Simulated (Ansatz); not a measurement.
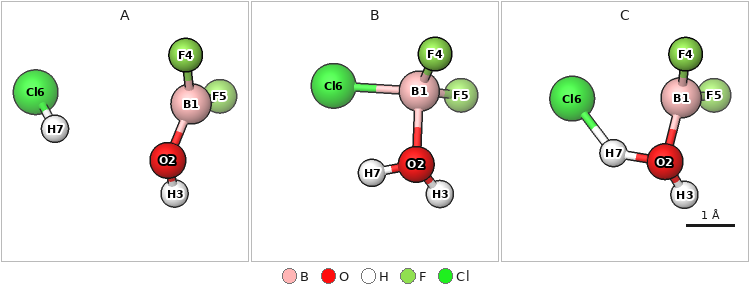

3 geometries from a converged minimum-energy path of BH2OClF2, made up at the start of BHOF2 and HCl, shuffled. The picture is a ball-and-stick view, seen face on.

Method: RHF/def2-SVP in Ansatz 0.2.0. Set-up: 7 movable images; climbing image; force threshold 0.03 eV/Å; iteration limit 60; starting path through a guess of the saddle point.

Q: One of them is the converged climbing image. Which?

A: C. In order along the path, whose images run from 0 to 8: A (image 1, +0.01 eV), C (image 5, +1.59 eV), B (image 7, +0.58 eV). Breaking: Cl6–H7 (1.27 → 1.62 at the top → 2.68 Å). Forming: B1–Cl6 (3.60 → 2.37 at the top → 1.83 Å), O2–H7 (2.62 → 1.15 at the top → 0.95 Å).

Limits of the set-up: the start holds two separate molecules, 2.6 Å apart at their closest, whose relative position is a soft coordinate and is computed without a dispersion correction; Hartree-Fock leaves out electron correlation.

Cost: 92 s on 1 thread of Arm Neoverse V2 (shared host), peak memory 0.15 GiB.
